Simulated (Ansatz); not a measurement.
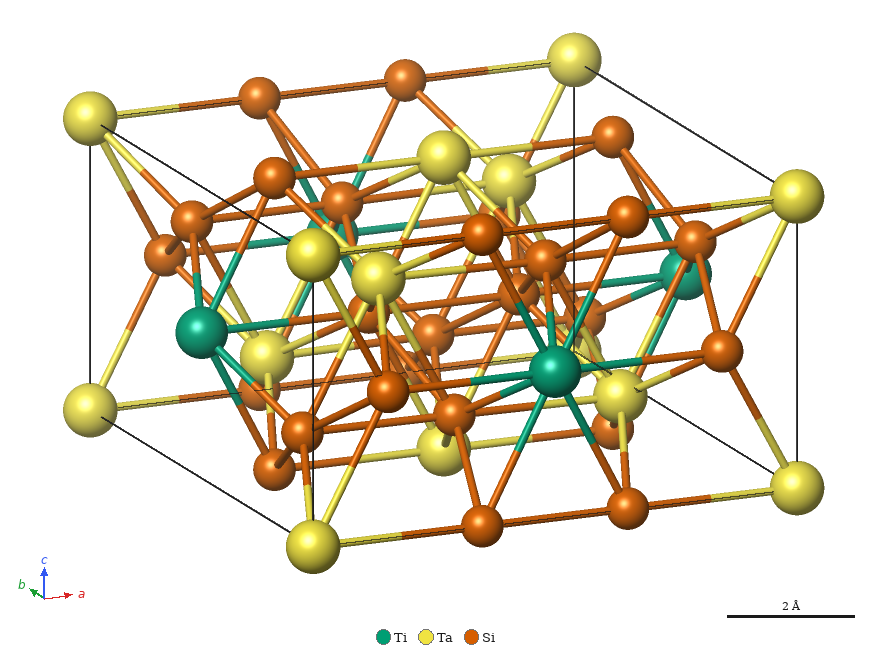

Ball-and-stick representation of a periodic structure, projected slightly off an axis. The parallelepiped is the conventional unit cell.

Ta$_{3}$TiSi$_{8}$, space group C222 (No. 21), a = 8.388 Å, b = 8.681 Å, c = 4.799 Å, α = 90.00°, β = 90.00°, γ = 90.00°. The model was built from a structure type filled with these elements by a generator (whether the compound takes this form wasn't checked). Earlier steps of the study may have refined or changed the cell and positions. It was run through Ansatz as a DFT input.

This one geometry was computed with Ansatz (DFT, plane waves, PAW) at three levels of theory: LDA, r2SCAN and PBE.

Which level gives the highest pressure at this volume, and what does that say about its equilibrium volume?

Answer. Highest: PBE (0.0 GPa), which points to the largest equilibrium volume. Lowest, with the smallest volume: LDA (-7.7 GPa). Levels within 0.5 GPa of each other can't be told apart.

How does the band gap change with the level of theory?

Answer. All levels give a metal.

Collect the results in a table.

Answer.
| level | cutoff (eV) | k-mesh of the run's cell | gap (eV) | pressure (GPa) |
| --- | --- | --- | --- | --- |
| LDA | 420 | 6×6×8 | metal | -7.7 |
| r2SCAN | 500 | 6×6×8 | metal | -3.0 |
| PBE | 420 | 6×6×8 | metal | 0.0 |

Gaps are taken on the k-mesh or band path of each run.
